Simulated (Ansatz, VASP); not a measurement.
# Cross-check of TaTeI between VASP and Ansatz, part 2 of 2

Wanted: the spread between two codes on one cell, functional and k mesh. The cell is invented: other elements were put on sites of a known structure type. It may not be a known or stable phase. The cell is taken from a series of VASP runs on this material, whose earlier steps may have relaxed, scaled or displaced it; both programs get it as it stands. Valence electrons are named where the data sets of a main pair hold unlike numbers.

VASP 6.6.1 and Ansatz 0.2.0.

So far. Step 2 (VASP: band structure, PBE with D3(BJ), spin-orbit …): The run ends at a pressure of -0.02 GPa.

## 3. Ansatz: band structure, PBE with D3(BJ), spin-orbit coupling

Level of this step: Ansatz beside VASP: Kohn-Sham DFT, plane waves, PBE with D3(BJ), spin-orbit coupling (Ansatz).

Ansatz runs on its fully relativistic PAW (standard-fr) files.

The same cell, functional, mesh and smearing now go to Ansatz, which takes its cutoff from its data sets.

File input.yaml:

```yaml
crystal:
  lattice:
    - [5.1666381252, -2.0e-10, 0.0]
    - [-2.5833190681, 4.4744398746, 0.0]
    - [0.0, 0.0, 3.1925865917]
  atoms:
    - { symbol: Ta, position: [0.0, 0.0, 0.0] }
    - { symbol: Te, position: [0.66666667, 0.33333333, 0.5] }
    - { symbol: I, position: [0.33333333, 0.66666667, 0.5] }
hamiltonian:
  xc: pbe
  pseudopotentials: { kind: paw_fr }
  dispersion: d3bj
magnetization:
  noncollinear: true
  spin_orbit: true
kpoints:
  mp_grid: { grid: [4, 4, 6] }
  band_path:
    path:
      - [0.0, 0.0, 0.0]
      - [0.13333, 0.0, 0.0]
      - [0.3, 0.0, 0.0]
      - [0.46667, 0.0, 0.0]
      - [0.46667, 0.06667, 0.0]
      - [0.41111, 0.17778, 0.0]
      - [0.35556, 0.28889, 0.0]
      - [0.28889, 0.28889, 0.0]
      - [0.17778, 0.17778, 0.0]
      - [0.06667, 0.06667, 0.0]
      - [0.0, 0.0, 0.03333]
      - [0.0, 0.0, 0.2]
      - [0.0, 0.0, 0.36667]
      - [0.0, 0.0, 0.5]
      - [0.16667, 0.0, 0.5]
      - [0.3, 0.0, 0.5]
      - [0.46667, 0.0, 0.5]
      - [0.46667, 0.06667, 0.5]
      - [0.41111, 0.17778, 0.5]
      - [0.35556, 0.28889, 0.5]
      - [0.28889, 0.28889, 0.5]
      - [0.17778, 0.17778, 0.5]
      - [0.06667, 0.06667, 0.5]
      - [0.5, 0.0, 0.46667]
      - [0.5, 0.0, 0.3]
      - [0.5, 0.0, 0.13333]
      - [0.33333, 0.33333, 0.0]
      - [0.33333, 0.33333, 0.16667]
      - [0.33333, 0.33333, 0.33333]
      - [0.33333, 0.33333, 0.5]
    npoints: 1
scf:
  occupations: { method: gaussian, width: 0.05 }
  n_extra_bands: 14
output:
  forces: true
  stress: true
  eigenvalues: true
```

Command:

```console
> ansatz run input.yaml --threads 2 --pin off --max-ram 4608MiB --backend cpu --events-out ev --progress --plain --runs-dir out
```

Numbers of over 12 decimals in the logs are rounded to 6 here.

The program printed:

```text
Warning: the atoms were moved onto the symmetric positions of the space group found under crystal.symmetry.tolerance 1.0e-5 (fractional; no operation is sought that the atoms, as they stand in a round, miss by more than twice it, and no atom is moved by as much as it), and the run uses the moved positions. Before a round's move an operation carried an atom to 5.17e-8 Å from where it should land, the largest such dist [...]
scf.n_extra_bands = 14 over 46 filled bands (N_el = 46.0): the run solves 60 bands
Engine: ansatz 0.2.0, aarch64-unknown-linux-gnu
Pseudopotentials: kind: paw_fr
Pseudopotential: Ta, paw_fr, valence charge 13, recommended cutoff 420 eV (normal), Ta.paw.azcp#standard-fr
Pseudopotential: Te, paw_fr, valence charge 16, recommended cutoff 420 eV (normal), Te.paw.azcp#standard-fr
Pseudopotential: I, paw_fr, valence charge 17, recommended cutoff 420 eV (normal), I.paw.azcp#standard-fr
Functional definition: PBE
  parameter kappa = 0.804
  parameter beta = 0.066725
  exchange = pbe_x(kappa = kappa, mu = beta*pi^2/3)
  correlation = pbe_c(beta = beta)
non-collinear run that drives no moment, with spin-orbit: no starting moment large enough to seed its density (crystal.atoms[].spin), no starting occupations that ask for one, no magnetisation constraint and no magnetic field, so the semilocal B_xc is pinned to zero
Crystal: 3 atoms, lattice volume = 73.806 Å³
Basis set: ecut = 420 eV, 1421 PW (Γ), exchange–correlation on 72×72×48 points (8 copies of the dense FFT grid, shifted against one another)
Bands: 60, of which v1, the nominal top of the filled ones, is band 46 counted from 1 (45 counted from 0)
Symmetry: 12 space group operations + 12 with time reversal
Magnetic group: BNS 187.210 (UNI 1440), of the structure as read, at distance tolerance 4.2e-5 Å
k-points: 16 of 96 (time reversal used)
Projection manifold: j_resolved (fully-relativistic pseudo-atomic orbitals)
Non-local potential: Ta, projectors of the file, l = 0: 3, l = 1: 4, l = 2: 4, l = 3: 2
Non-local potential: Te, projectors of the file, l = 0: 2, l = 1: 4, l = 2: 4, l = 3: 4
Non-local potential: I, projectors of the file, l = 0: 2, l = 1: 4, l = 2: 4, l = 3: 4
PAW form: soft (Blöchl's): semilocal exchange-correlation on the pseudo side does not see the compensation charge
PAW one-centre angular grid: Ta, 590 points (default); XC on 64 Gauss nodes
PAW one-centre angular grid: Te, 590 points (default); XC on 64 Gauss nodes
PAW one-centre angular grid: I, 590 points (default); XC on 96 Gauss nodes
Initial density: superposition of atomic densities (chi_scale 0.1, normalization cell, long waves kept (reshape's long-wave potential 0.00 eV rms))
Initial wavefunctions: pseudopotential atomic-orbital guess
Functional: x = pbe(κ = 0.804, μ = 0.219515), c = pbe(β = 0.066725)
SCF iter   1: F=—  HF=-24456.866221 eV  |F-HF|=—  |Δ(HF+E_count)|=         —  Δρ=1.25e-1  dr2=4.26e1  dr2_m=0.00e0 (ungated)  ethr=3.10e-3  |M|=0.00e0 ∫|m|=0.00e0 μB  |m|>n=0.0e0 m-floor=0.0e0 τ_xc=0.0e0  β_m=0.30  ⟨swp⟩=7.5  Hψ=4863  notcnv=0  defer=12
preconditioner: auto → Resta (q_TF=auto, 2.522 Å⁻¹)  ε∞=7.0  [insulator: Δε(μ)=0.075 eV  Ē_g=7.500 eV  σ=0.050 eV  W_gap=0.65  n_scr=26 (ndim 8)  ℏωp=18.3 eV  f_vac=0.000  D(μ)=3.99/eV (n_scr^D=32)  ε∞_Penn≈7.0]
spin=Noncollinear: Resta preconditioning applied to the charge; magnetization (m_x, m_y, m_z) channels mix plain (no charge-response kernel on spin).
SCF iter   2: F=—  HF=-24451.807539 eV  |F-HF|=—  |Δ(HF+E_count)|=    5.06e0  Δρ=3.56e-2  dr2=2.98e0  dr2_m=0.00e0 (ungated)  ethr=3.10e-3  |M|=0.00e0 ∫|m|=0.00e0 μB  |m|>n=0.0e0 m-floor=0.0e0 τ_xc=0.0e0  β_m=0.34  ⟨swp⟩=3.6  Hψ=1708  notcnv=0  defer=106
preconditioner: auto → Kerker (q_TF=auto, 2.522 Å⁻¹)  [metal: Δε(μ)=0.059 eV  Ē_g=8.018 eV  σ=0.050 eV  W_gap=0.50  n_scr=26 (ndim 8)  ℏωp=18.3 eV  f_vac=0.000  D(μ)=2.67/eV (n_scr^D=26)]
spin=Noncollinear: Kerker preconditioning applied to the charge; magnetization (m_x, m_y, m_z) channels mix plain (no charge-response kernel on spin).
SCF iter   3: F=—  HF=-24451.302617 eV  |F-HF|=—  |Δ(HF+E_count)|=   5.05e-1  Δρ=2.17e-2  dr2=9.06e-1  dr2_m=0.00e0 (ungated)  ethr=3.10e-3  |M|=0.00e0 ∫|m|=0.00e0 μB  |m|>n=0.0e0 m-floor=0.0e0 τ_xc=0.0e0  β_m=0.59  ⟨swp⟩=2.2  Hψ=1221  notcnv=0  defer=110
SCF iter   4: F=—  HF=-24451.055784 eV  |F-HF|=—  |Δ(HF+E_count)|=   2.47e-1  Δρ=7.05e-3  dr2=6.41e-2  dr2_m=0.00e0 (ungated)  ethr=1.97e-3  |M|=0.00e0 ∫|m|=0.00e0 μB  |m|>n=0.0e0 m-floor=0.0e0 τ_xc=0.0e0  β_m=0.72  ⟨swp⟩=3.0  Hψ=1288  notcnv=0  defer=110
SCF iter   5: F=—  HF=-24451.050914 eV  |F-HF|=—  |Δ(HF+E_count)|=   4.87e-3  Δρ=1.93e-3  dr2=2.93e-3  dr2_m=0.00e0 (ungated)  ethr=1.39e-4  |M|=0.00e0 ∫|m|=0.00e0 μB  |m|>n=0.0e0 m-floor=0.0e0 τ_xc=0.0e0  β_m=0.86  ⟨swp⟩=2.4  Hψ=1236  notcnv=0  defer=107
SCF iter   6: F=—  HF=-24451.050898 eV  |F-HF|=—  |Δ(HF+E_count)|=   1.55e-5  Δρ=7.64e-4  dr2=1.15e-3  dr2_m=0.00e0 (ungated)  ethr=6.37e-6  |M|=0.00e0 ∫|m|=0.00e0 μB  |m|>n=0.0e0 m-floor=0.0e0 τ_xc=0.0e0  β_m=0.91  ⟨swp⟩=2.1  Hψ=1213  notcnv=0  defer=107
SCF iter   7: F=—  HF=-24451.050749 eV  |F-HF|=—  |Δ(HF+E_count)|=   1.50e-4  Δρ=2.40e-4  dr2=9.72e-5  dr2_m=0.00e0 (ungated)  ethr=2.51e-6  |M|=0.00e0 ∫|m|=0.00e0 μB  |m|>n=0.0e0 m-floor=0.0e0 τ_xc=0.0e0  β_m=0.96  ⟨swp⟩=1.9  Hψ=994  notcnv=0  defer=107
SCF iter   8: F=—  HF=-24451.050736 eV  |F-HF|=—  |Δ(HF+E_count)|=   1.27e-5  Δρ=6.54e-5  dr2=5.23e-6  dr2_m=0.00e0 (ungated)  ethr=2.11e-7  |M|=0.00e0 ∫|m|=0.00e0 μB  |m|>n=0.0e0 m-floor=0.0e0 τ_xc=0.0e0  β_m=0.98  ⟨swp⟩=1.9  Hψ=1125  notcnv=0  defer=107
SCF iter   9: F=—  HF=-24451.050735 eV  |F-HF|=—  |Δ(HF+E_count)|=   9.64e-7  Δρ=1.45e-5  dr2=3.67e-7  dr2_m=0.00e0 (ungated)  ethr=1.14e-8  |M|=0.00e0 ∫|m|=0.00e0 μB  |m|>n=0.0e0 m-floor=0.0e0 τ_xc=0.0e0  β_m=0.97  ⟨swp⟩=2.0  Hψ=1379  notcnv=0  defer=107
SCF iter  10: F=-24451.050735 eV  HF=-24451.050735 eV  |F-HF|=3.33e-9  |Δ(HF+E_count)|=   4.64e-8  Δρ=2.88e-6  dr2=6.21e-9  dr2_m=0.00e0 (ungated)  ethr=2.17e-10  |M|=0.00e0 ∫|m|=0.00e0 μB  |m|>n=0.0e0 m-floor=0.0e0 τ_xc=0.0e0  ⟨swp⟩=13.9  Hψ=5199  notcnv=0
SCF 1 converged in 10 iterations: F = -24451.050735 eV  dr2 = 6.21e-9
  greatest PAW one-centre occupation: 0.999 electrons in one spin orbital (limit 2), on the Ta atom at site 0 (counted from 0), in its partial waves of l = 0
NSCF: frozen V_eff on 30 k-points
SCF converged after 10 iterations
Magnetization: |M| = 0.0000 μB,  M = (+0.0000, +0.0000, +0.0000) μB
Absolute magnetization: 0.0000 μB (∫|m|)
  site 0: m = (+0.0000, +0.0000, +0.0000) μB, |m| = 0.0000 μB  (R = 1.32 Å)
  site 1: m = (+0.0000, +0.0000, +0.0000) μB, |m| = 0.0000 μB  (R = 1.23 Å)
  site 2: m = (+0.0000, +0.0000, +0.0000) μB, |m| = 0.0000 μB  (R = 1.23 Å)
Free energy (F): -24451.050735 eV
Harris-Foulkes:  -24451.050735 eV  (|F-HF|=3.33e-9)
Internal energy: -24451.045573 eV  (E = F + TS)
E sigma→0 (E₀):  -24451.048154 eV
Entropy (-TS):   -0.005162 eV (-1.721 meV/atom)
Fermi energy:    14.527056 eV
--- Per-component energies (eV) ---
  E_band       = -633.989770
  E_kinetic    = 735.624193
  E_local      = -3098.463091  (includes V_loc(G=0)·N_el)
  E_nonlocal   = -390.890409
  E_hartree    = 1729.706498
  E_xc         = -470.683806
  E_vxc        = -436.747839  (∫ρ·V_xc dr)
  E_paw        = -17897.279279  (= ΣΔE_a)
  E_vpaw       = -902.921146  (= ΣTr[D̂ρ^β])
  E_aug_tail   = -0.000075  (compensation charges beyond the density's cutoff)
  E_ewald      = -5057.460213
  E_disp       = -1.599391  (pairwise vdW)
  E_smearing   = -0.005162  (= −TS)
  E_closure    = -0.000000  (closes the sum)
  Σ components = -24451.050735   (vs F -24451.050735, Δ=0.00e0)
--- Forces (eV/Å), atoms counted from 1 ---
  atom   1  Ta    -0.00000000     0.00000000     0.00000000
  atom   2  Te    -0.00000000    -0.00000000    -0.00000000
  atom   3  I      0.00000000    -0.00000000     0.00000000
  max |Σ_I F_I| component: 4.15e-17 eV/Å
--- Stress (GPa, compression-positive) ---
        0.986848       0.000000      -0.000000
        0.000000       0.986848      -0.000000
       -0.000000      -0.000000      -1.706450
  P = ⅓ Tr σ = 0.0891 GPa (0.891 kbar)
--- Band table (eV; the first three rows and the last of 16) ---
  k-point 0: bands = [... 42 lower, 13.4494, 13.4494, 14.6478, 14.6478, 15.5586, 15.5586, 15.8061, 15.8061, ... 10 higher]
  k-point 1: bands = [... 42 lower, 12.2363, 12.2363, 14.5614, 14.5614, 15.2135, 15.3391, 15.5663, 15.5663, ... 10 higher]
  k-point 2: bands = [... 42 lower, 11.6833, 11.6833, 14.1816, 14.2445, 14.4889, 14.4889, 14.5190, 14.5190, ... 10 higher]
  k-point 15: bands = [... 42 lower, 12.9638, 12.9675, 14.3429, 14.3777, 14.6127, 14.6748, 14.9523, 15.0200, ... 10 higher]
```

It took 27 s on 2 threads of Arm Neoverse V2, shared host; peak memory 0.66 GiB.

## 4. Side by side

Known differences besides the potentials themselves: spin-orbit coupling enters by fully relativistic files in Ansatz and inside the spheres in VASP; the data sets hold 46 valence electrons in Ansatz (on its fully relativistic PAW (standard-fr) files) and 24 in VASP; the cutoff is 420 eV in Ansatz and 400 eV in VASP. Total energies have different zeros and are not compared.

The two programs side by side:

```
      quantity  Ansatz   VASP  difference
pressure (GPa)    0.09  -0.02       +0.11
```

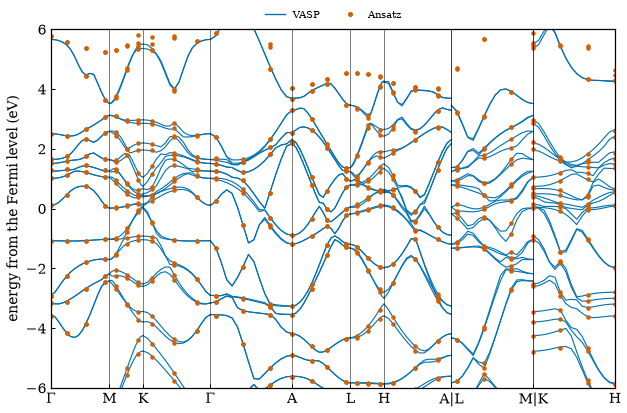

Bands from VASP (lines) and levels from Ansatz (dots). Dots without a line are higher empty bands that the VASP plot leaves out.

Levels from 3 eV below to 2 eV above the Fermi level differ by 11 meV r.m.s. and 40 meV at most; each VASP level is matched to the nearest of Ansatz, which flatters the figure a little. Ansatz's pressure holds a Pulay correction of 0.03 GPa; VASP's holds none.

## 5. Results

| Property | Result |
| --- | --- |
| r.m.s. difference of levels near the Fermi level (band structure, PBE with D3(BJ), spin-orbit coupling) | 11 meV |

In words: The r.m.s. difference of levels near the Fermi level is 11 meV (band structure, PBE with D3(BJ), spin-orbit coupling), within the 80 meV picked in this series as the mark of a large difference. The data sets hold unlike numbers of valence electrons (46 in Ansatz and 24 in VASP), so part of the differences comes from the potentials. 1 further run of this series is not shown here. How closely two codes agree says nothing of how well the functional describes the real material.

[Lines on the potential files, build, host, timing and source positions are cut from VASP's logs without a mark.]

[Logs are printed without paths, hosts, clocks, repeated set-up lines and the standing remarks that a program may print on its own settings, such as how far it seeks lower states.]

[Hosts, paths, dates, database ids (printed as entryN), source tags and the programs' standing remarks are cut or masked in the printed files.]
